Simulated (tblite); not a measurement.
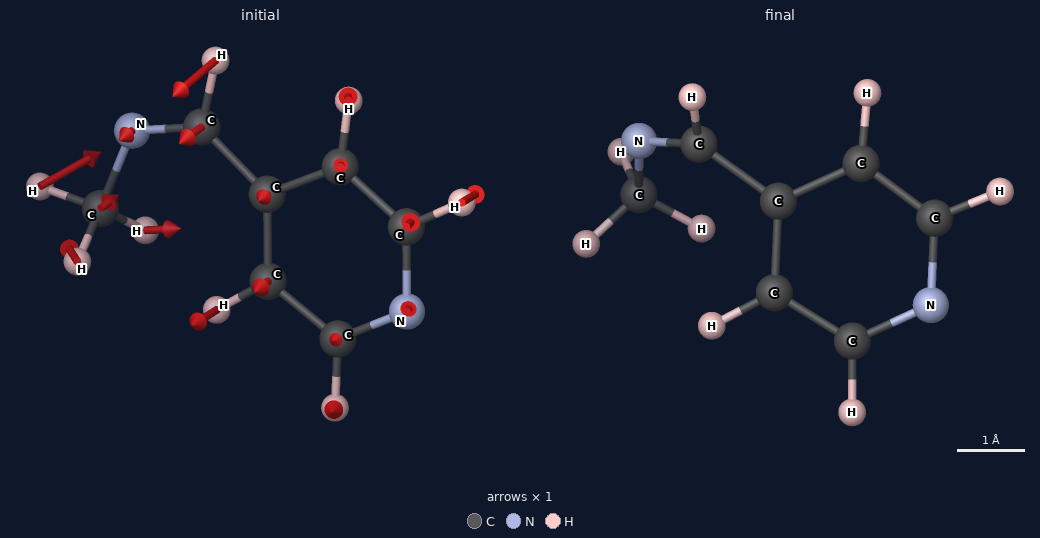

The structure of C7H8N2 before (left) and after (right) a relaxation, at one scale. The red arrows give the displacements, at their true length.

The picture is a ball-and-stick view, seen at a tilt.

Computed with GFN2-xTB geometry optimisation, gas phase in tblite 0.8.0. 

Question: Summarise the run.

Answer: The energy falls by 36.0 kJ/mol in 99 geometry steps. The largest moves after the best rigid fit, 1.19 Å, are those of H atoms. By element the largest moves are H 1.19 Å, C 0.62 Å, N 0.35 Å. Among the contacts that change: C–H 1.132 → 1.091 Å, C–C 1.439 → 1.477 Å, C–C 1.363 → 1.394 Å, C–H 1.054 → 1.079 Å. Bond angles that change, for instance: H–C–H 100.7° → 109.6°, N–C–H 115.6° → 108.2°, C–C–C 129.8° → 122.5°. Groups turn about C–C by about 45°, C–N by about 45°.
